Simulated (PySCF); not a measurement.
2,6-lutidine, C7H9N, SMILES Cc1cccc(C)n1, singlet at its GFN2-xTB optimised geometry (Å):

```
17

C     -0.2840     0.7801     0.0000
C     -0.8048     0.0669    -1.2096
C     -0.4791    -1.2630    -1.4603
C     -0.9917    -1.8685    -2.5945
C     -1.8073    -1.1326    -3.4365
C     -2.0813     0.1923    -3.1090
C     -2.9564     1.0426    -3.9773
N     -1.5865     0.7650    -2.0210
H      0.8048     0.7801     0.0000
H     -0.6217     0.2813     0.9071
H     -0.6431     1.8047     0.0000
H      0.1607    -1.8047    -0.7801
H     -0.7585    -2.8999    -2.8192
H     -2.2256    -1.5705    -4.3302
H     -3.0331     2.0383    -3.5511
H     -2.5408     1.1117    -4.9813
H     -3.9514     0.6067    -4.0530
```

Level of theory: B3LYP/def2-SVP in PySCF. Cells within 0.4 Å of a nucleus heavier than hydrogen are left out (blank, or x).

Map of the log10 of the electron density (e/bohr³), floored at −4 on the plane z = 0.0 Å:

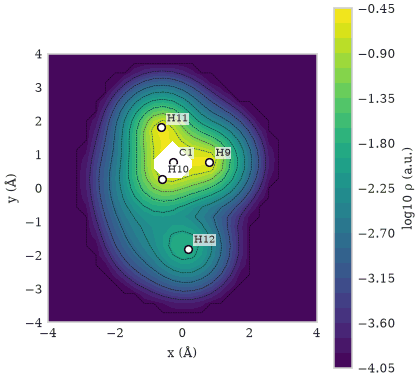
Figure: Log10 of the electron density (e/bohr³), floored at −4 on the plane z = 0.0 Å.
